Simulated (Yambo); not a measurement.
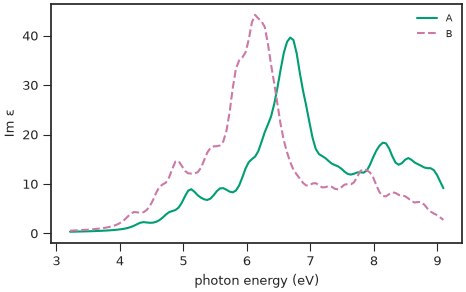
Figure: Two computed absorption spectra of BP (zinc blende, space group F-43m, No. 216) under isotropic strain of -1.5 % on all lattice vectors (Yambo, PBEsol bands with the same scissor, field along x)

Q: Which curve includes the electron-hole attraction (BSE)?

A: Curve B: the attraction moves weight to lower energy (centre of the plotted range 6.3 eV against 7.0 eV). Settings: 10×10×10 mesh, 3 valence and 3 conduction bands, static screening with 11 bands and a 4 Ry block, scissor 0.90 eV, Tamm-Dancoff. The scissor comes from a G0W0 run whose convergence isn't established. Broadening 0.15 eV. The band window holds all transitions up to 9.1 eV. On this mesh the peak heights and the fine structure are mesh artefacts; only the shift of weight is robust.

Geometry strained from the cell relaxed with PBEsol, atoms relaxed again; primitive cell a = b = c = 3.149 Å, α = β = γ = 60.00°.
